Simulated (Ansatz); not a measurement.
Geometry relaxation of WH₃Cl₃O₂F₂ (part 1 of 2)

System: WH₃Cl₃O₂F₂.
Method: RKS PBE/def2-SVP (Ansatz 0.2.0).

It belongs to a series of runs on one base structure; here: end point B relaxed. Figures and captions count atoms from 1; the log counts them from 0 in places.

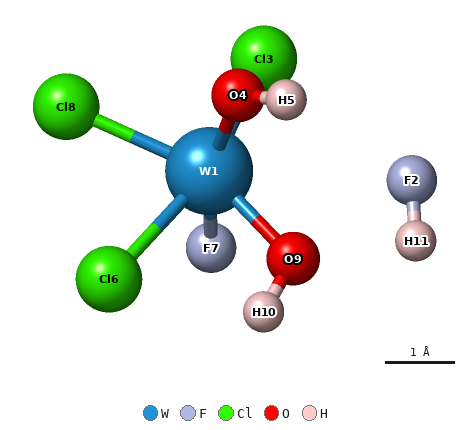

Fig. 1: The structure as given in the input (ball-and-stick view, seen at a tilt; atoms are numbered from 1 in the order of the input). Sticks mark near contacts. Bond lengths as drawn: Cl–W 2.31 to 2.44 Å, F–H 0.93 Å, F–W 1.88 Å, H–O 0.98 Å and O–W 1.88 to 1.93 Å.

**Results in brief**

```tsv
quantity	value
outcome	converged
total energy	−48935.2735 eV
mean-field energy	−48935.2735 eV
largest force (length of the vector) at the end	0.018 eV/Å
hardware	4 threads of Arm Neoverse V1, 24 GiB of memory available, shared host
wall time	94 s (CPU time 6 min)
peak memory	0.26 GiB
```

**Input**
```yaml
crystal:
  periodic: [false, false, false]
  atoms:
    - { symbol: W, position_ang: [-0.335626, 0.205073, -0.406615] }
    - { symbol: F, position_ang: [0.456994, 0.679201, 2.509019] }
    - { symbol: Cl, position_ang: [1.908874, -0.018131, 0.136297] }
    - { symbol: O, position_ang: [-0.040816, 2.01899, -0.79318] }
    - { symbol: H, position_ang: [-0.306523, 2.831239, -0.323627] }
    - { symbol: Cl, position_ang: [-2.510631, -0.038767, -1.494131] }
    - { symbol: F, position_ang: [-0.532177, -1.483697, 0.406308] }
    - { symbol: Cl, position_ang: [0.261128, -0.528501, -2.516014] }
    - { symbol: O, position_ang: [-1.588913, 0.826376, 0.925735] }
    - { symbol: H, position_ang: [-2.53611, 0.698746, 0.688632] }
    - { symbol: H, position_ang: [-0.428201, 0.593871, 2.783676] }
basis:
  gaussian: { orbitals: def2-SVP }
hamiltonian:
  xc: pbe
relax:
  f_tol: 0.03
  max_steps: 50
```

Launched with:
```bash
ansatz run input.yaml --threads 4 --pin off --max-ram 5120MiB --backend cpu --events-out ev --progress --plain --runs-dir out
```

**Output**
```
The last accepted step is kept in [file] (removed where the run ends without a failure and the disk answers)
Engine: ansatz 0.2.0, aarch64-unknown-linux-gnu
Functional definition: PBE
  parameter kappa = 0.804
  parameter beta = 0.06672455060314922
  exchange = pbe_x(kappa = kappa, mu = beta*pi^2/3)
  correlation = pbe_c(beta = beta)
1648 factors; their error is unknown
mean field evaluation 1: about -48917.1385 eV, gradient 9.6e1 eV
mean field evaluation 2: about -48564.0725 eV, gradient 3.4e2 eV
mean field evaluation 4: about -48929.6272 eV, gradient 5.1e1 eV
mean field evaluation 8: about -48934.2939 eV, gradient 1.7e0 eV
mean field evaluation 16: about -48934.2061 eV, gradient 1.8e-2 eV
mean field -48934.20608792 eV, -1798.2989049351 hartree, gradient 6.4e-5 eV, S^2 0.000000; 0 other end points of the search recorded, 0 dependent functions left out
the calculation of the forces begins
reference -48934.20616151 eV, -1798.2989076393 hartree; 51, 51 occupied and 106, 106 virtual orbitals, 1648 factors
relax step   1: F+E_penalty+E_count = -48934.20608792 eV  Δ(F+E_penalty+E_count) = +0.000e0 eV  max|allowed force component| = 4.244e-1 eV/Å  Δτ_max = 0.0000 Å  (36 SCF iters, accepted)
these checks for a lower state are left out or cut short: starts, cluster_reference, orbital_swaps, neighbouring_geometries, increment
1648 factors; their error is unknown
mean field evaluation 32: about -48934.2464 eV, gradient 1.2e-5 eV
mean field -48934.24638479 eV, -1798.3003858175 hartree, gradient 1.2e-5 eV, S^2 0.000000; 0 other end points of the search recorded, 0 dependent functions left out
[... from here on the field's lines of each further geometry are left out, up to the last ...]
relax step   2: F+E_penalty+E_count = -48934.24638479 eV  Δ(F+E_penalty+E_count) = -4.030e-2 eV  max|allowed force component| = 1.977e0 eV/Å  Δτ_max = 0.1950 Å  (41 SCF iters, accepted)
relax step   3: F+E_penalty+E_count = -48934.28305892 eV  Δ(F+E_penalty+E_count) = -3.667e-2 eV  max|allowed force component| = 2.539e0 eV/Å  Δτ_max = 0.1921 Å  (41 SCF iters, accepted)
relax step   4: F+E_penalty+E_count = -48934.43326384 eV  Δ(F+E_penalty+E_count) = -1.502e-1 eV  max|allowed force component| = 8.227e-1 eV/Å  Δτ_max = 0.1997 Å  (40 SCF iters, accepted)
relax step   5: F+E_penalty+E_count = -48934.47707504 eV  Δ(F+E_penalty+E_count) = -4.381e-2 eV  max|allowed force component| = 6.146e-1 eV/Å  Δτ_max = 0.1900 Å  (41 SCF iters, accepted)
relax step   6: F+E_penalty+E_count = -48934.54151651 eV  Δ(F+E_penalty+E_count) = -6.444e-2 eV  max|allowed force component| = 3.858e-1 eV/Å  Δτ_max = 0.0857 Å  (40 SCF iters, accepted)
relax step   7: F+E_penalty+E_count = -48934.58194219 eV  Δ(F+E_penalty+E_count) = -4.043e-2 eV  max|allowed force component| = 3.633e-1 eV/Å  Δτ_max = 0.2000 Å  (40 SCF iters, accepted)
relax step   8: F+E_penalty+E_count = -48934.52498453 eV  Δ(F+E_penalty+E_count) = +5.696e-2 eV  max|allowed force component| = 1.341e0 eV/Å  Δτ_max = 0.2000 Å  (41 SCF iters, rejected (line search))
relax step   9: F+E_penalty+E_count = -48934.60175329 eV  Δ(F+E_penalty+E_count) = -1.981e-2 eV  max|allowed force component| = 1.360e-1 eV/Å  Δτ_max = 0.0994 Å  (36 SCF iters, accepted)
relax step  10: F+E_penalty+E_count = -48934.61146458 eV  Δ(F+E_penalty+E_count) = -9.711e-3 eV  max|allowed force component| = 2.547e-1 eV/Å  Δτ_max = 0.0976 Å  (35 SCF iters, accepted)
relax step  11: F+E_penalty+E_count = -48934.62424888 eV  Δ(F+E_penalty+E_count) = -1.278e-2 eV  max|allowed force component| = 4.487e-1 eV/Å  Δτ_max = 0.1463 Å  (40 SCF iters, accepted)
relax step  12: F+E_penalty+E_count = -48934.63817813 eV  Δ(F+E_penalty+E_count) = -1.393e-2 eV  max|allowed force component| = 6.650e-1 eV/Å  Δτ_max = 0.1964 Å  (39 SCF iters, accepted)
relax step  13: F+E_penalty+E_count = -48934.65560510 eV  Δ(F+E_penalty+E_count) = -1.743e-2 eV  max|allowed force component| = 7.077e-1 eV/Å  Δτ_max = 0.1987 Å  (39 SCF iters, accepted)
relax step  14: F+E_penalty+E_count = -48934.69791938 eV  Δ(F+E_penalty+E_count) = -4.231e-2 eV  max|allowed force component| = 6.454e-1 eV/Å  Δτ_max = 0.1991 Å  (40 SCF iters, accepted)
relax step  15: F+E_penalty+E_count = -48934.76947799 eV  Δ(F+E_penalty+E_count) = -7.156e-2 eV  max|allowed force component| = 3.041e-1 eV/Å  Δτ_max = 0.1958 Å  (40 SCF iters, accepted)
relax step  16: F+E_penalty+E_count = -48934.85394252 eV  Δ(F+E_penalty+E_count) = -8.446e-2 eV  max|allowed force component| = 6.068e-1 eV/Å  Δτ_max = 0.1949 Å  (42 SCF iters, accepted)
relax step  17: F+E_penalty+E_count = -48934.95387271 eV  Δ(F+E_penalty+E_count) = -9.993e-2 eV  max|allowed force component| = 6.865e-1 eV/Å  Δτ_max = 0.1948 Å  (39 SCF iters, accepted)
relax step  18: F+E_penalty+E_count = -48935.07494265 eV  Δ(F+E_penalty+E_count) = -1.211e-1 eV  max|allowed force component| = 4.728e-1 eV/Å  Δτ_max = 0.1998 Å  (39 SCF iters, accepted)
relax step  19: F+E_penalty+E_count = -48935.17112297 eV  Δ(F+E_penalty+E_count) = -9.618e-2 eV  max|allowed force component| = 6.569e-1 eV/Å  Δτ_max = 0.1910 Å  (40 SCF iters, accepted)
relax step  20: F+E_penalty+E_count = -48935.21634284 eV  Δ(F+E_penalty+E_count) = -4.522e-2 eV  max|allowed force component| = 7.768e-1 eV/Å  Δτ_max = 0.2000 Å  (40 SCF iters, accepted)
relax step  21: F+E_penalty+E_count = -48935.23732165 eV  Δ(F+E_penalty+E_count) = -2.098e-2 eV  max|allowed force component| = 8.206e-1 eV/Å  Δτ_max = 0.1945 Å  (38 SCF iters, accepted)
relax step  22: F+E_penalty+E_count = -48935.24118095 eV  Δ(F+E_penalty+E_count) = -3.859e-3 eV  max|allowed force component| = 5.491e-1 eV/Å  Δτ_max = 0.1065 Å  (35 SCF iters, accepted)
relax step  23: F+E_penalty+E_count = -48935.25544811 eV  Δ(F+E_penalty+E_count) = -1.427e-2 eV  max|allowed force component| = 7.554e-1 eV/Å  Δτ_max = 0.1050 Å  (41 SCF iters, accepted)
relax step  24: F+E_penalty+E_count = -48935.27077914 eV  Δ(F+E_penalty+E_count) = -1.533e-2 eV  max|allowed force component| = 1.190e-1 eV/Å  Δτ_max = 0.0351 Å  (36 SCF iters, accepted)
relax step  25: F+E_penalty+E_count = -48935.27278549 eV  Δ(F+E_penalty+E_count) = -2.006e-3 eV  max|allowed force component| = 9.489e-2 eV/Å  Δτ_max = 0.0597 Å  (36 SCF iters, accepted)
relax step  26: F+E_penalty+E_count = -48935.27208794 eV  Δ(F+E_penalty+E_count) = +6.976e-4 eV  max|allowed force component| = 8.089e-2 eV/Å  Δτ_max = 0.0187 Å  (35 SCF iters, rejected (line search))
relax step  27: F+E_penalty+E_count = -48935.27317382 eV  Δ(F+E_penalty+E_count) = -3.883e-4 eV  max|allowed force component| = 5.222e-2 eV/Å  Δτ_max = 0.0093 Å  (36 SCF iters, accepted)
the calculation of the forces begins
reference -48935.27347709 eV, -1798.3381307633 hartree; 51, 51 occupied and 106, 106 virtual orbitals, 1648 factors
relax step  28: F+E_penalty+E_count = -48935.27340508 eV  Δ(F+E_penalty+E_count) = -2.313e-4 eV  max|allowed force component| = 1.665e-2 eV/Å  Δτ_max = 0.0200 Å  (34 SCF iters, accepted)
1648 factors; their error is unknown
mean field evaluation 256: about -48935.2734 eV, gradient 7.9e-5 eV
```

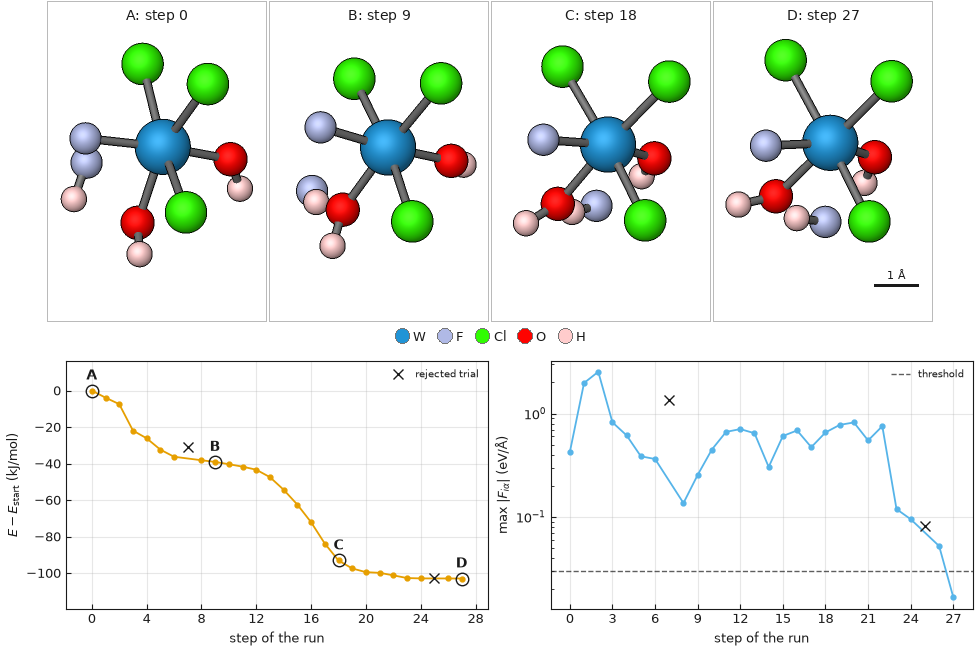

Fig. 2: Frames of the relaxation (ball-and-stick view, seen at an oblique angle) above the curves, on which the letters mark them (the first geometry is step 0 here and step 1 in the log).

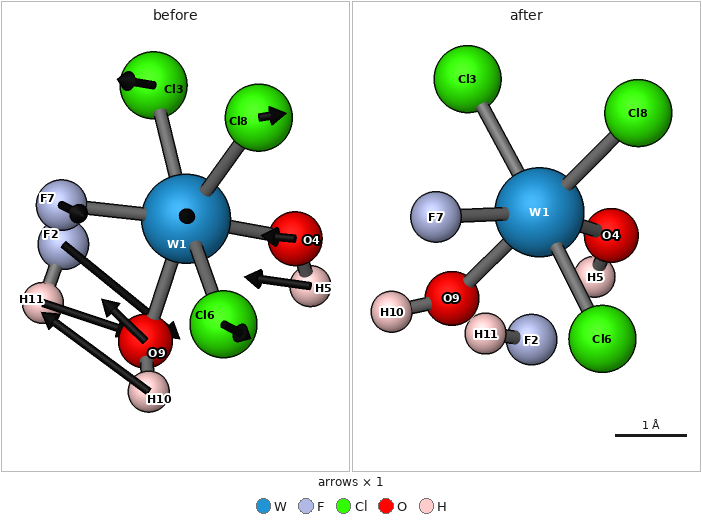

Fig. 3: Before (left) and after (right) the relaxation, at one scale (ball-and-stick view, seen at an oblique angle). The black arrows give the displacements, at true length. The atom that moves furthest after the best rigid fit is F2 (2.17 Å). Largest moves by element: F 2.17 Å, H 1.94 Å, O 0.88 Å, Cl 0.79 Å, W 0.28 Å. Among the contacts that change: W1–Cl6 2.444 → 2.337 Å, W1–O9 1.932 → 2.009 Å, F2–H11 0.931 → 1.000 Å, O4–H5 0.975 → 1.038 Å. Among the angles that change: Cl3–W1–O9 119.8° → 91.3°, Cl8–W1–O9 154.0° → 179.3°, Cl6–W1–O9 76.2° → 91.5°. The energy falls by 103.0 kJ/mol in 27 geometry steps. The largest force component goes from 0.42 to 0.017 eV/Å. The line search rejected the trial steps at points 7, 25 (counted from 0) and went back. (Atoms are counted from 1 in the order of the input.)

```
mean field -48935.27340508 eV, -1798.3381281170 hartree, gradient 1.3e-5 eV, S^2 0.000000; 1 other end points of the search recorded, 0 dependent functions left out
the calculation of the forces begins
reference -48935.27347709 eV, -1798.3381307633 hartree; 51, 51 occupied and 106, 106 virtual orbitals, 1648 factors
Total energy: -48935.27347709 eV, -1798.3381307633 hartree
Atom 0 at    -0.393864     0.056373    -0.638016 Å, force     0.005362    -0.016653    -0.004884 eV/Å
Atom 1 at    -0.451970     2.467103     1.991740 Å, force    -0.003095    -0.006934    -0.004764 eV/Å
Atom 2 at     1.649505    -0.837527     0.063105 Å, force    -0.002392     0.003893    -0.004772 eV/Å
Atom 3 at     0.105861     1.780171    -0.292456 Å, force     0.008696     0.002149    -0.004352 eV/Å
Atom 4 at    -0.011099     2.314801     0.589135 Å, force    -0.004179     0.000002     0.007570 eV/Å
Atom 5 at    -2.496314     0.667018    -1.454433 Å, force    -0.001485    -0.001568     0.000021 eV/Å
Atom 6 at    -1.119296    -1.671724    -0.363187 Å, force    -0.001272     0.010895     0.002254 eV/Å
Atom 7 at     0.325546    -0.161370    -2.817371 Å, force     0.000713     0.001395     0.000145 eV/Å
Atom 8 at    -1.026297     0.220734     1.262014 Å, force    -0.005256     0.006297     0.010803 eV/Å
Atom 9 at    -1.450725    -0.576154     1.639272 Å, force     0.000863    -0.001972    -0.001477 eV/Å
Atom 10 at    -0.783348     1.524975     1.936298 Å, force     0.002045     0.002496    -0.000543 eV/Å
Dipole moment:    -0.134475    -0.013789     0.345030 e Å
```

**Trajectory as extended XYZ (Å, eV, eV/Å), 28 frames, from step=1 to step=28**
```
11
Properties=species:S:1:pos:R:3:forces:R:3 step=1 energy=-48934.20609
W    -0.3356    0.2051   -0.4066   -0.1716  -0.0189  -0.0827
F     0.4570    0.6792    2.5090    0.3960   0.0957   0.1952
Cl    1.9089   -0.0181    0.1363    0.0069   0.0352  -0.0299
O    -0.0408    2.0190   -0.7932    0.0181   0.0237   0.0344
H    -0.3065    2.8312   -0.3236    0.0172   0.0253  -0.0095
Cl   -2.5106   -0.0388   -1.4941   -0.0081   0.0069   0.0417
F    -0.5322   -1.4837    0.4063   -0.0162  -0.0565  -0.0184
Cl    0.2611   -0.5285   -2.5160   -0.0240  -0.0050  -0.0013
O    -1.5889    0.8264    0.9257    0.1693  -0.1105  -0.0774
H    -2.5361    0.6987    0.6886    0.0368   0.0114   0.0002
H    -0.4282    0.5939    2.7837   -0.4244  -0.0073  -0.0523
11
Properties=species:S:1:pos:R:3:forces:R:3 step=2 energy=-48934.24638
W    -0.3399    0.1931   -0.4359    0.0937  -0.0682  -0.2424
F     0.4874    0.7221    2.6968   -1.9772  -0.1752   0.1529
Cl    1.9041   -0.0045    0.1174   -0.1357  -0.0044   0.0869
O    -0.0376    2.0130   -0.7976   -0.0785  -0.0522  -0.0120
H    -0.2948    2.8229   -0.3185    0.0357   0.0141  -0.0090
Cl   -2.5314   -0.0396   -1.4837    0.0216   0.0456   0.0379
F    -0.5342   -1.5042    0.3630    0.0486   0.0164  -0.0386
Cl    0.2411   -0.5353   -2.5488   -0.0483   0.0200  -0.0039
O    -1.5527    0.8011    0.9304    0.1538  -0.0372   0.1134
H    -2.5059    0.7008    0.7035    0.0151  -0.0112   0.0781
H    -0.4882    0.6150    2.6896    1.8711   0.2523  -0.1634
11
Properties=species:S:1:pos:R:3:forces:R:3 step=3 energy=-48934.28306
W    -0.3371    0.1810   -0.4733    0.1078  -0.0864  -0.3548
F     0.4312    0.7652    2.8754   -2.5389  -0.2958  -0.7592
Cl    1.8880   -0.0090    0.1321   -0.1207   0.0553   0.0908
O    -0.0514    2.0049   -0.8263   -0.0641  -0.0439   0.0342
H    -0.2716    2.8110   -0.3194    0.0639  -0.0370  -0.0555
Cl   -2.5495   -0.0176   -1.4699    0.0522   0.0328   0.1028
F    -0.5120   -1.5226    0.3161   -0.0201   0.0129  -0.0925
Cl    0.2116   -0.5336   -2.5967    0.0031   0.0277   0.0517
O    -1.4901    0.7769    0.9507    0.0226  -0.0339   0.1674
H    -2.4542    0.6796    0.7675    0.0852  -0.0003   0.1414
H    -0.5169    0.6485    2.5600    2.4091   0.3687   0.6736
11
Properties=species:S:1:pos:R:3:forces:R:3 step=4 energy=-48934.43326
W    -0.3684    0.1821   -0.5328    0.0131  -0.1259   0.0148
F     0.3582    0.8191    2.9452   -0.8227  -0.0465  -0.1997
Cl    1.8100    0.0366    0.2218   -0.0347  -0.0141   0.1340
O    -0.0405    1.9931   -0.9146   -0.3359  -0.0118   0.2486
H    -0.1577    2.8024   -0.3804    0.0850   0.0472  -0.0753
Cl   -2.5868    0.0327   -1.4475    0.0709   0.0142  -0.0821
F    -0.5403   -1.5542    0.1825    0.0465  -0.1275  -0.1435
Cl    0.2421   -0.5111   -2.6367   -0.0875  -0.0497  -0.0531
O    -1.4423    0.7025    0.9983    0.2952   0.1990  -0.1248
H    -2.4082    0.5570    0.9183   -0.0385   0.0149   0.0920
H    -0.5182    0.7242    2.5620    0.8086   0.1003   0.1891
11
Properties=species:S:1:pos:R:3:forces:R:3 step=5 energy=-48934.47708
W    -0.3819    0.1544   -0.6001   -0.1514   0.0526   0.1023
F     0.2985    0.9461    3.0647    0.2709   0.0865   0.2971
Cl    1.7216    0.0510    0.3890   -0.2268   0.0852  -0.2193
O    -0.1374    1.9876   -0.9526    0.2026   0.4060   0.6146
H    -0.0950    2.7767   -0.3488   -0.0150  -0.5982  -0.5862
Cl   -2.5640    0.0727   -1.5402   -0.2041   0.0648   0.3704
F    -0.5468   -1.6290    0.0080   -0.0522   0.0982  -0.0532
Cl    0.1757   -0.5423   -2.7177    0.4280   0.0462   0.0322
O    -1.3417    0.6745    1.0187   -0.3874  -0.2728  -0.2925
H    -2.3159    0.5131    1.0492    0.3822   0.0703   0.0378
H    -0.4651    0.7796    2.5459   -0.2467  -0.0387  -0.3032
11
Properties=species:S:1:pos:R:3:forces:R:3 step=6 energy=-48934.54152
W    -0.4093    0.1490   -0.6125    0.0944   0.0982   0.1053
F     0.2464    0.9566    3.0853    0.2872   0.0912   0.3284
Cl    1.6658    0.0827    0.4399   -0.1682   0.0244  -0.1807
O    -0.1360    1.9742   -0.9721    0.0770   0.2280   0.3858
H    -0.0390    2.7765   -0.4059   -0.0123  -0.3675  -0.3659
Cl   -2.6002    0.0803   -1.4892   -0.1211   0.0257   0.1730
F    -0.5441   -1.6510   -0.0552   -0.0549   0.0519  -0.0234
Cl    0.2257   -0.5133   -2.7179    0.2254   0.0215  -0.0219
O    -1.3228    0.6428    1.0353   -0.2387  -0.1635  -0.1372
H    -2.2911    0.5121    1.1313    0.1539   0.0224  -0.0137
H    -0.4474    0.7745    2.4769   -0.2426  -0.0323  -0.2497
11
Properties=species:S:1:pos:R:3:forces:R:3 step=7 energy=-48934.58194
W    -0.4331    0.1285   -0.6147   -0.3633  -0.3253   0.0557
F     0.2091    1.1524    3.0699    0.0576   0.0754   0.0522
Cl    1.6439    0.0279    0.3886    0.0448  -0.0183   0.0724
O    -0.1722    1.9519   -0.8828    0.1832   0.2471   0.0367
H     0.1233    2.7472   -0.4002   -0.0384   0.0059  -0.0999
Cl   -2.6488    0.0963   -1.4458    0.1336   0.0173  -0.0251
F    -0.5757   -1.7035   -0.1705    0.0909   0.0970  -0.0524
Cl    0.2938   -0.4259   -2.7321   -0.0753   0.0105  -0.0166
O    -1.3316    0.5044    1.0674   -0.0048  -0.0074   0.0121
H    -2.2979    0.4139    1.1821    0.0050  -0.0489  -0.0042
H    -0.4627    0.8914    2.4541   -0.0335  -0.0533  -0.0310
```
